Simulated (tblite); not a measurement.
# C6H11BSSi: the cost of one run

Computed with tblite 0.8.0 and PySCF 2.14.0, with density-fitted response routines of our own, on a single molecule in the gas phase. Atoms count from 0, in the outputs and in this text.

**1. The starting structure**

20 atoms, charge 0, multiplicity 1; geometry from: force field or distance geometry start.

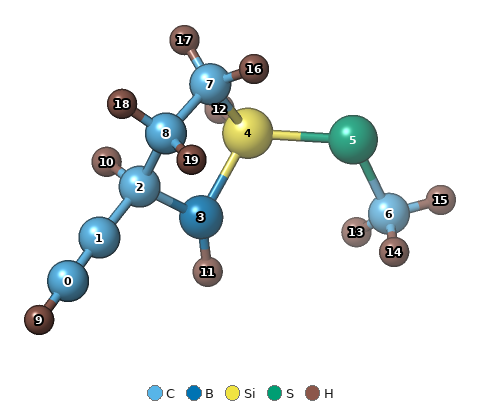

As it starts; carbon blue, boron blue, silicon yellow, sulfur teal, hydrogen brown, atoms numbered; sticks join atoms by distance.

**2. Optimising the geometry with GFN2-xTB**

The job: settings as JSON, then the geometry in Å.

```
{"job": {"kind": "relax", "xc": "GFN2-xTB", "basis": "xTB"}, "charge": 0, "multiplicity": 1}
C     -3.633300    -1.551800     0.142200
C     -2.725700    -0.849800    -0.176500
C     -1.585400    -0.037400    -0.541300
B     -0.230900    -0.847700    -0.552800
Si     1.007100     0.645700    -0.774500
S      2.786400     0.454700     0.304300
C      3.561000    -1.169300     0.228400
C     -0.167600     1.927800    -0.051600
C     -1.411400     1.167800     0.339000
H     -4.460900    -2.178800     0.415900
H     -1.739000     0.302900    -1.609400
H     -0.054500    -2.006200    -0.707800
H      1.153900     0.873700    -2.213400
H      3.319600    -1.674500    -0.728200
H      3.180200    -1.740900     1.104200
H      4.660000    -1.017100     0.369000
H      0.352800     2.317700     0.843000
H     -0.325700     2.721200    -0.769800
H     -2.273000     1.857000     0.164300
H     -1.418500     0.815700     1.392600
```

Launch:

```console
OMP_NUM_THREADS=1 python probes_run.py task.json out
```

One launch serves the whole session: the jobs run in the order shown.

Q: Estimate the wall time and peak memory of this first job on 1 thread of Arm Neoverse N1, shared host.

About 2.3 s, with a peak of 0.18 GiB.
